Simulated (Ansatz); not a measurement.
## Electronic structure of CH4AlCl2N in real space

```xyz
9

C    -0.5512   -0.6013    1.0539
N     0.3160    0.3306    0.3611
Al    0.5322    0.5459   -1.3605
Cl   -0.5442   -0.6309   -2.7016
Cl    1.8678    1.9806   -2.0657
H    -1.0992   -1.2077    0.3303
H    -1.2914   -0.0877    1.6771
H     0.0129   -1.2876    1.6949
H     0.8456    0.9117    0.9935
```

Geometry: PBE0-D4/def2-TZVP.

Level of theory: RKS PBE0-D4/def2-TZVPP in Ansatz.

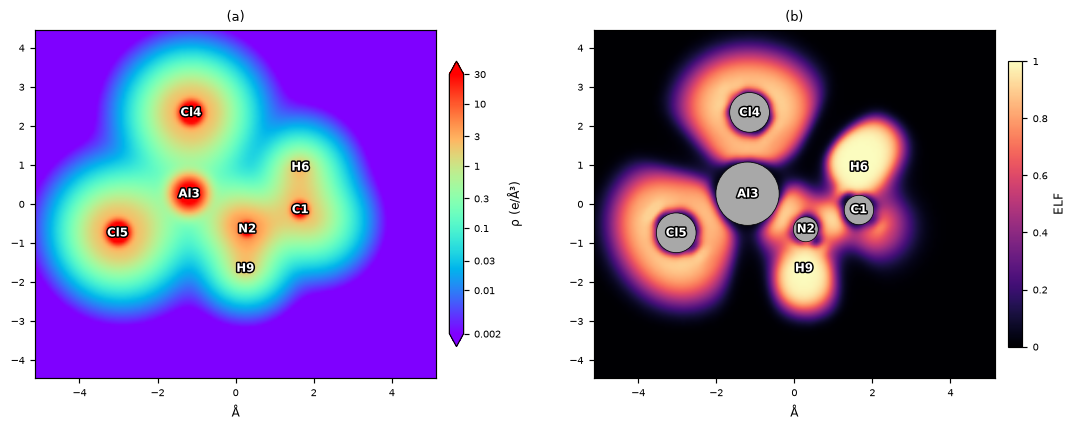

Figure 1. (a) total electron density; (b) electron localisation function on the plane of atoms Al3, N2 and H9. Grey discs cover the atomic cores in the ELF map.

What do the fields say about this system?

Answer. Atoms in the plane: C, N, Al, Cl and H. C–N (1.45 Å): ρ is about 1.9 e/Å³ halfway; the ELF peaks at about 0.90 between the atoms: a covalent bond. Al–N (1.75 Å): the density is about 0.92 e/Å³ at the midpoint; the ELF peaks at about 0.90 in the valence shell of N, 0.7 Å from its nucleus, and is about 0.60 at the midpoint. Al–Cl (2.08 Å): the density is about 0.76 e/Å³ at the midpoint; the ELF peaks at about 0.85 in the valence shell of Cl, 0.9 Å from its nucleus, and is about 0.80 at the midpoint. N–H (1.01 Å): ρ is about 2.9 e/Å³ halfway; the ELF climbs to about 1 towards the hydrogen, as it does in any bond to H; a covalent bond by its length. C–H (1.09 Å): ρ at the midpoint is about 2 e/Å³; the ELF climbs to about 1 towards the hydrogen (an ordinary covalent bond to hydrogen). The ELF also peaks beside Cl5 and Cl4, away from the bonds: lone-pair regions.

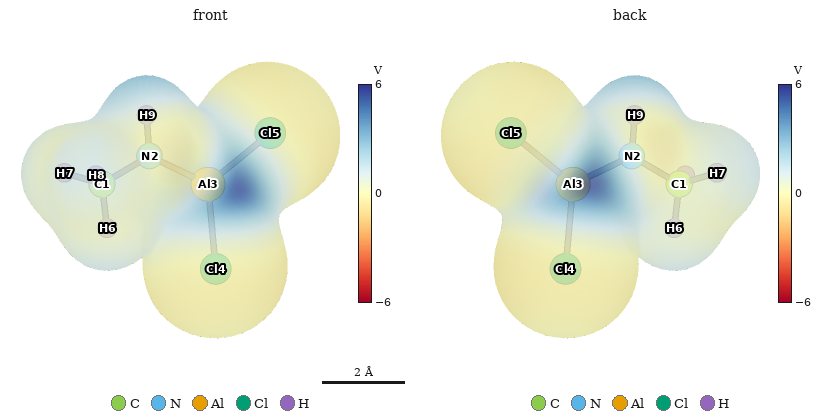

Figure 2. The electrostatic potential painted on the density surface at 0.004 e/bohr³, seen from the front and from behind; red is negative and blue positive.

Where is the surface potential most negative and most positive?

Answer. The most negative region (about −0.5 V, or −12 kcal/mol for a unit charge) lies over N2, Cl4 and Cl5, the most positive (about +5.0 V, or +115 kcal/mol for a unit charge) over Al3.

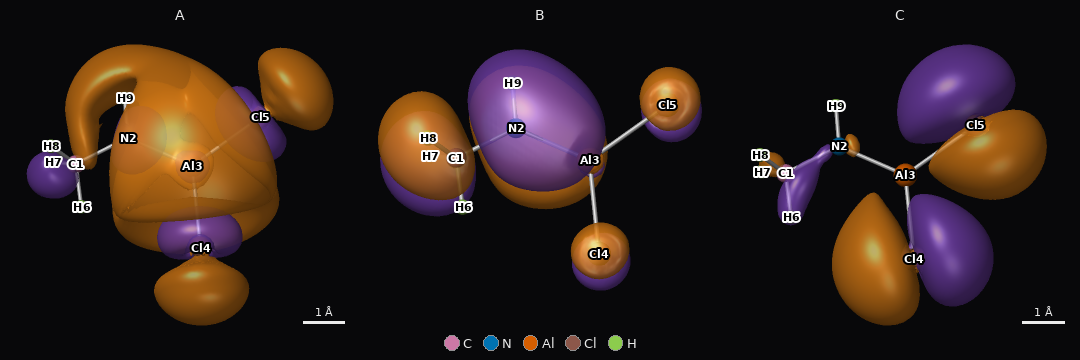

Figure 3. Three frontier orbitals at ±0.05 Å⁻³ᐟ² (orange and purple are the two phases), in no order.

Which picture is the HOMO−1, the HOMO and the LUMO?

Answer. C is the HOMO−1 (−9.17 eV). It lies mainly on Cl5 (about 50 %) and Cl4 (about 45 %); largely a combination of lone pairs on Cl5 and Cl4. B is the HOMO (−7.28 eV). It lies mainly on N2 (about 55 %) and C1 (about 10 %). A is the LUMO (−0.53 eV). Its weight (Hirshfeld) is mainly on Al3 (about 55 %), Cl5 (about 15 %), Cl4 (about 15 %) and N2 (about 10 %).

What is the HOMO–LUMO gap?

Answer. 6.75 eV between the orbital energies.
